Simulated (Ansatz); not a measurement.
**BBrClH3O2: search for a transition state**

Aim: find the saddle point of a four-centre ligand exchange that is to form B1–Br6, Cl2–H5 and break B1–Cl2, H5–Br6, prove it by its vibrations, and relax downhill on both sides to see what it joins.

Computed with Ansatz 0.2.0, Gaussian basis. Level: PBE0-D4, def2-SVP first, then def2-TZVP.

152 further runs of the same task are left out: 152 set aside as unsound or not needed. Runs told in other sessions of the task aren't counted.

**1. Starting geometry**

The guess: 8 atoms, charge 0, spin multiplicity 1.

Atoms are counted from 1 here; the program's logs count them from 0.

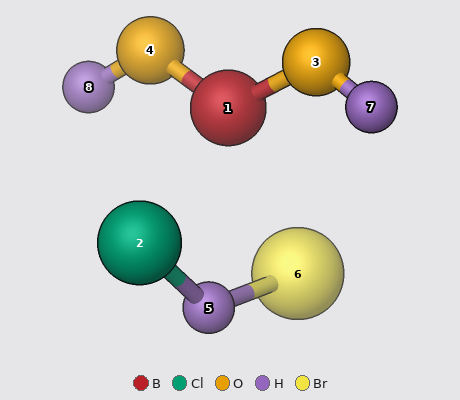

As it starts; boron red, chlorine teal, oxygen amber, hydrogen purple, bromine yellow; atoms are numbered from 1 in the order of the file.

As a file:

```
atom     x (Å)     y (Å)     z (Å)
  B1  -0.07830  -0.51790   0.11290
 Cl2   0.64930   0.64070  -1.64030
  O3   0.91990  -1.15920   0.66590
  O4  -1.26800  -1.00370  -0.13630
  H5   0.29330   1.66100  -0.47710
 Br6  -0.31110   1.64540   1.16090
  H7   1.77370  -0.76880   0.83600
  H8  -1.97890  -0.49750  -0.52200
```

Distances that are to change: B1–Br6 2.42 Å, Cl2–H5 1.59 Å, B1–Cl2 2.22 Å, H5–Br6 1.75 Å.

**2. Relaxing the guess with the reacting distances held**

Input file hold/in.yaml:

```yaml
crystal:
  periodic: [false, false, false]
  atoms:
    - {symbol: B, position_ang: [-0.078300, -0.517900, 0.112900]}
    - {symbol: Cl, position_ang: [0.649300, 0.640700, -1.640300]}
    - {symbol: O, position_ang: [0.919900, -1.159200, 0.665900]}
    - {symbol: O, position_ang: [-1.268000, -1.003700, -0.136300]}
    - {symbol: H, position_ang: [0.293300, 1.661000, -0.477100]}
    - {symbol: Br, position_ang: [-0.311100, 1.645400, 1.160900]}
    - {symbol: H, position_ang: [1.773700, -0.768800, 0.836000]}
    - {symbol: H, position_ang: [-1.978900, -0.497500, -0.522000]}
basis:
  gaussian: {orbitals: def2-SVP}
hamiltonian: {xc: pbe0, dispersion: d4}
relax: {f_tol: 0.04, max_steps: 150, escape_saddle: false, constraints: [{distance: [0, 5]}, {distance: [1, 4]}, {distance: [0, 1]}, {distance: [4, 5]}]}
```

The run is started by

```
> ansatz run in.yaml --threads 8 --pin off --events-out ev --progress --plain --max-ram 19148MiB
```

Output (excerpt; [...] marks lines left out):

```text
Functional definition: PBE0
  name "PBE0"
  cite "Adamo & Barone, J. Chem. Phys. 110, 6158 (1999) doi:10.1063/1.478522"
  cite "Perdew, Burke & Ernzerhof, Phys. Rev. Lett. 77, 3865 (1996) doi:10.1103/PhysRevLett.77.3865"
  parent pbe
[...]
1114 factors; integrals over basis functions are off by at most 3.8e-4 eV
[...]
mean field -87357.74605462 eV, -3210.3379543001 hartree, gradient 4.5e-5 eV, S^2 0.000000; 0 other end points of the search recorded, 0 dependent functions left out
[...]
reference -87357.74607743 eV, -3210.3379551386 hartree; 38, 38 occupied and 69, 69 virtual orbitals, 1114 factors
relax step   1: F+E_penalty+E_count = -87357.92044273 eV  Δ(F+E_penalty+E_count) = +0.000e0 eV  max|allowed force component| = 9.649e-1 eV/Å  Δτ_max = 0.0000 Å  (27 SCF iters, accepted)
[...]
relax step   4: F+E_penalty+E_count = -87357.97636644 eV  Δ(F+E_penalty+E_count) = -7.343e-3 eV  max|allowed force component| = 2.694e-1 eV/Å  Δτ_max = 0.0436 Å  (30 SCF iters, accepted)
[...]
relax step   5: F+E_penalty+E_count = -87357.98751729 eV  Δ(F+E_penalty+E_count) = -1.115e-2 eV  max|allowed force component| = 3.229e-2 eV/Å  Δτ_max = 0.0217 Å  (30 SCF iters, accepted)
  distance B 0 - Br 5 held at 2.415029 Å   reaction = +1.8152e-1 eV/Å
  distance Cl 1 - H 4 held at 1.587697 Å   reaction = +6.1873e-1 eV/Å
  distance B 0 - Cl 1 held at 2.223840 Å   reaction = +3.4979e-1 eV/Å
  distance H 4 - Br 5 held at 1.746020 Å   reaction = +5.3134e-1 eV/Å
1114 factors; integrals over basis functions are off by at most 3.8e-4 eV
mean field -87357.81311398 eV, -3210.3404186865 hartree, gradient 9.7e-6 eV, S^2 0.000000; 1 other end points of the search recorded, 0 dependent functions left out
[...]
reference -87357.81313645 eV, -3210.3404195121 hartree; 38, 38 occupied and 69, 69 virtual orbitals, 1114 factors
Total energy: -87357.98753976 eV, -3210.3468287154 hartree
Atom 0 at    -0.079376    -0.523542     0.114926 Å, force     0.097275     0.333848    -0.200785 eV/Å
Atom 1 at     0.651022     0.617677    -1.648481 Å, force    -0.258444     0.204279     0.741320 eV/Å
Atom 2 at     0.929794    -1.185341     0.679383 Å, force    -0.019212    -0.013455     0.001117 eV/Å
Atom 3 at    -1.287394    -1.027661    -0.133371 Å, force     0.013605    -0.014423     0.012034 eV/Å
Atom 4 at     0.282923     1.604306    -0.460269 Å, force    -0.039229    -0.373743     0.034069 eV/Å
Atom 5 at    -0.319140     1.631409     1.178441 Å, force     0.200917    -0.178754    -0.580326 eV/Å
Atom 6 at     1.744143    -0.691229     0.797814 Å, force     0.032289     0.019005     0.006571 eV/Å
Atom 7 at    -1.922072    -0.425619    -0.528443 Å, force    -0.027201     0.023243    -0.014000 eV/Å
Dipole moment:     0.048794     0.129343    -0.106341 e Å
```

Wall time 3.2 s (8 threads of Intel Xeon 6975P-C, shared host).

The steps of the relaxation:

```
step  energy from step 1 (eV)  largest force component (eV/Å)
   1                   0.0000                          0.9649
   2                  -0.0304                          0.5987
   3                  -0.0486                          0.2819
   4                  -0.0559                          0.2694
   5                  -0.0671                          0.0323
```

Distances of close pairs at the start and the end, largest changes first:

```
  bond  before (Å)  after (Å)  change (Å)
 B1–O4       1.309      1.332      +0.023
 B1–O3       1.309      1.332      +0.023
 O3–H7       0.954      0.960      +0.006
 O4–H8       0.954      0.960      +0.006
H5–Br6       1.746      1.746      +0.000
Cl2–H5       1.588      1.588      +0.000
```

**3. Force constants to start from**

Input file hessian/in.yaml:

```yaml
crystal:
  periodic: [false, false, false]
  atoms:
    - {symbol: B, position_ang: [-0.079376, -0.523542, 0.114926]}
    - {symbol: Cl, position_ang: [0.651022, 0.617677, -1.648481]}
    - {symbol: O, position_ang: [0.929794, -1.185341, 0.679383]}
    - {symbol: O, position_ang: [-1.287394, -1.027661, -0.133371]}
    - {symbol: H, position_ang: [0.282923, 1.604306, -0.460269]}
    - {symbol: Br, position_ang: [-0.319140, 1.631409, 1.178441]}
    - {symbol: H, position_ang: [1.744143, -0.691229, 0.797814]}
    - {symbol: H, position_ang: [-1.922072, -0.425619, -0.528443]}
basis:
  gaussian: {orbitals: def2-SVP}
hamiltonian: {xc: pbe0, dispersion: d4}
phonons: {}
scf: {lower_state_search: off}
```

The run is started by

```
> ansatz run in.yaml --threads 8 --pin off --events-out ev --progress --plain --max-ram 19148MiB
```

Output (excerpt; [...] marks lines left out):

```text
Functional definition: PBE0
  name "PBE0"
  cite "Adamo & Barone, J. Chem. Phys. 110, 6158 (1999) doi:10.1063/1.478522"
  cite "Perdew, Burke & Ernzerhof, Phys. Rev. Lett. 77, 3865 (1996) doi:10.1103/PhysRevLett.77.3865"
  parent pbe
[...]
1114 factors; integrals over basis functions are off by at most 3.8e-4 eV
[...]
mean field -87357.81311691 eV, -3210.3404187940 hartree, gradient 5.1e-6 eV, S^2 0.000000; 0 other end points of the search recorded, 0 dependent functions left out
[...]
reference -87357.81313940 eV, -3210.3404196203 hartree; 38, 38 occupied and 69, 69 virtual orbitals, 1114 factors
[... from here to the last solve, the lines of the solves are left out (47 solves) ...]
1114 factors; integrals over basis functions are off by at most 3.8e-4 eV
mean field -87357.81312247 eV, -3210.3404189983 hartree, gradient 1.1e-6 eV, S^2 0.000000; 0 other end points of the search recorded, 0 dependent functions left out
[...]
WARN: phonons: modes at or below zero, which the zero-point energy, F, S and C_V leave out: 2, the lowest at -847.97 cm⁻¹. A minimum has none, and a first-order saddle one
[...]
Atom 0 at    -0.079376    -0.523542     0.114926 Å, force     0.097280     0.333832    -0.200744 eV/Å
Atom 1 at     0.651022     0.617677    -1.648481 Å, force    -0.258433     0.204300     0.741293 eV/Å
Atom 2 at     0.929794    -1.185341     0.679383 Å, force    -0.019227    -0.013463     0.001098 eV/Å
Atom 3 at    -1.287394    -1.027661    -0.133371 Å, force     0.013604    -0.014425     0.012029 eV/Å
Atom 4 at     0.282923     1.604306    -0.460269 Å, force    -0.039234    -0.373776     0.034079 eV/Å
Atom 5 at    -0.319140     1.631409     1.178441 Å, force     0.200915    -0.178735    -0.580326 eV/Å
Atom 6 at     1.744143    -0.691229     0.797814 Å, force     0.032294     0.019019     0.006572 eV/Å
Atom 7 at    -1.922072    -0.425619    -0.528443 Å, force    -0.027198     0.023248    -0.014001 eV/Å
Dipole moment:     0.048794     0.129344    -0.106341 e Å
Vibrations: -847.97 -98.96 203.46 232.76 243.61 268.78 279.43 376.20 447.88 708.69 725.35 908.05 946.55 1060.70 1151.58 1621.49 3963.48 3965.60 cm⁻¹, zero-point energy 1.060287 eV
Checks for a lower state left out: stability, starts, cluster_reference, orbital_swaps, neighbouring_geometries, increment
```

Run time: 17 s. Hardware: 8 threads of Intel Xeon 6975P-C, shared host.

The structure is not stationary yet, so these wavenumbers are no spectrum; the search needs only the force constants.

**4. Saddle search in the small basis**

A small driver takes partitioned rational-function steps: uphill along one mode, downhill along the rest. It calls the program once a step for energy and forces and updates the Hessian by Bofill's formula. It stops when the largest force is under 0.04 eV/Å and the followed curvature is negative. The first step's input:

Input file presaddle/in.yaml:

```yaml
crystal:
  periodic: [false, false, false]
  atoms:
    - {symbol: B, position_ang: [-0.079376, -0.523542, 0.114926]}
    - {symbol: Cl, position_ang: [0.651022, 0.617677, -1.648481]}
    - {symbol: O, position_ang: [0.929794, -1.185341, 0.679383]}
    - {symbol: O, position_ang: [-1.287394, -1.027661, -0.133371]}
    - {symbol: H, position_ang: [0.282923, 1.604306, -0.460269]}
    - {symbol: Br, position_ang: [-0.319140, 1.631409, 1.178441]}
    - {symbol: H, position_ang: [1.744143, -0.691229, 0.797814]}
    - {symbol: H, position_ang: [-1.922072, -0.425619, -0.528443]}
basis:
  gaussian: {orbitals: def2-SVP}
hamiltonian: {xc: pbe0, dispersion: d4}
output: {forces: true}
scf: {lower_state_search: off}
```

The run is started by

```
> ansatz run in.yaml --threads 8 --pin off --events-out ev --progress --plain --max-ram 19148MiB
```

The driver's record:

```
step   energy (eV)  largest force (eV/Å)  followed curvature (eV/Å²)
   1  -87357.98752                0.7413                       -9.51
   2  -87358.03513                0.1530                       -9.48
   3  -87358.03649                0.0285                       -9.49
```

The 3 steps took 1.2 s in all (8 threads of Intel Xeon 6975P-C, shared host).

**5. Saddle search in triple zeta**

A small driver takes partitioned rational-function steps: uphill along one mode, downhill along the rest. It calls the program once a step for energy and forces and updates the Hessian by Bofill's formula. It stops when the largest force is under 0.01 eV/Å and the followed curvature is negative. The first step's input:

Input file saddle/in.yaml:

```yaml
crystal:
  periodic: [false, false, false]
  atoms:
    - {symbol: B, position_ang: [-0.071726, -0.485174, 0.101656]}
    - {symbol: Cl, position_ang: [0.635263, 0.615888, -1.605004]}
    - {symbol: O, position_ang: [0.928503, -1.172875, 0.667665]}
    - {symbol: O, position_ang: [-1.277164, -1.015842, -0.141418]}
    - {symbol: H, position_ang: [0.279496, 1.565133, -0.459055]}
    - {symbol: Br, position_ang: [-0.310590, 1.602896, 1.148722]}
    - {symbol: H, position_ang: [1.745181, -0.688245, 0.807880]}
    - {symbol: H, position_ang: [-1.929064, -0.421781, -0.520447]}
basis:
  gaussian: {orbitals: def2-TZVP}
hamiltonian: {xc: pbe0, dispersion: d4}
output: {forces: true}
scf: {lower_state_search: off}
```

The run is started by

```
> ansatz run in.yaml --threads 8 --pin off --events-out ev --progress --plain --max-ram 19148MiB
```

The driver's record:

```
step   energy (eV)  largest force (eV/Å)  followed curvature (eV/Å²)
   1  -87376.45690                0.1326                       -9.49
   2  -87376.45834                0.0112                       -9.53
   3  -87376.45838                0.0056                       -9.50
```

The 3 steps took 2.7 s in all (8 threads of Intel Xeon 6975P-C, shared host).

Geometry at the end of the search:

```xyz
8
charge 0, multiplicity 1
B    -0.07096   -0.48223    0.09980
Cl    0.62626    0.61638   -1.60204
O     0.92926   -1.17314    0.66623
O    -1.27885   -1.01468   -0.13720
H     0.27886    1.55315   -0.46006
Br   -0.30452    1.61096    1.15758
H     1.74209   -0.68562    0.80832
H    -1.92224   -0.42481   -0.53262
```

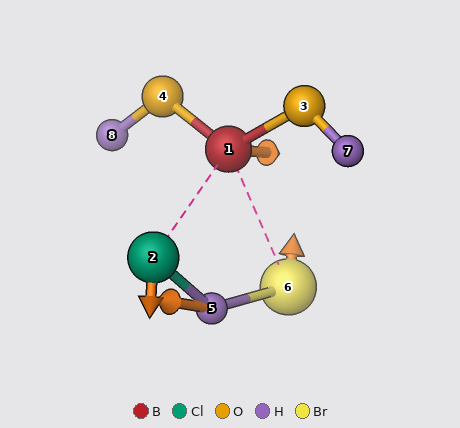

The point found; arrows show the followed mode. Pairs that react are joined by broken lines, hidden where the pair is close enough to be drawn as a bond.

[end of part 1 of 2]
